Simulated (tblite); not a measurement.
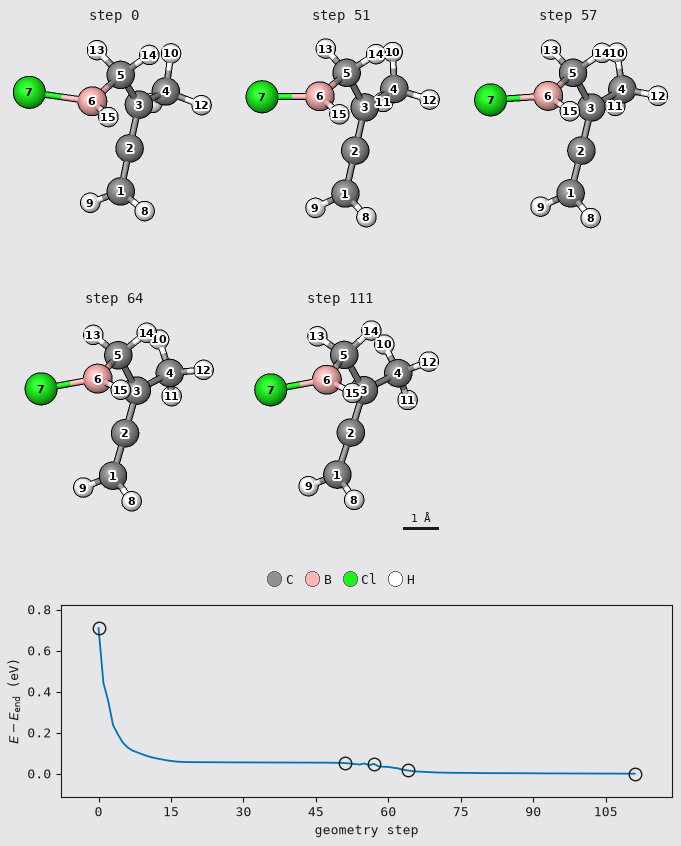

Frames of a relaxation of C₅H₈BCl, marked on the history of the run. Style: ball-and-stick. Shown from a free direction.

Theory: tblite, GFN2-xTB geometry optimisation, gas phase. 

**What happens along the run?**

H11 moves most after the best rigid fit: 1.03 Å. Largest moves by element: H 1.03 Å, Cl 0.68 Å, C 0.35 Å, B 0.28 Å. Some distances before and after: B6–Cl7 1.868 → 1.690 Å, C3–C5 1.469 → 1.522 Å, C3–C4 1.455 → 1.503 Å, C4–H10 1.127 → 1.090 Å. Bond angles that change, for instance: H8–C1–H9 128.0° → 116.2°, C4–C3–C5 127.6° → 116.3°, B6–C5–H13 106.6° → 113.5°. Groups turn about C3–C4 by about 50°, C3–C5 by about 20°. The energy falls by 0.710 eV in 111 geometry steps. The run took 1.1 s on 1 thread of Arm Neoverse N1, with other jobs on the host. From step 0 to 51: H atoms move most (0.24 Å), energy −0.658 eV. From step 51 to 57: H11 moves most (0.19 Å), energy −0.004 eV. From step 57 to 64: H11 moves most (0.40 Å), energy −0.032 eV. From step 64 to 111: H11 moves most (0.33 Å), energy −0.016 eV.

```tsv
step	E − E(0), eV
0	0.0000
1	-0.2671
2	-0.3551
3	-0.4733
4	-0.5178
5	-0.5577
6	-0.5815
7	-0.5970
8	-0.6060
9	-0.6148
10	-0.6232
15	-0.6479
21	-0.6539
26	-0.6546
31	-0.6551
37	-0.6555
42	-0.6558
47	-0.6562
53	-0.6628
58	-0.6742
63	-0.6909
68	-0.7018
74	-0.7058
79	-0.7070
84	-0.7075
90	-0.7081
95	-0.7088
100	-0.7090
106	-0.7095
111	-0.7099
```
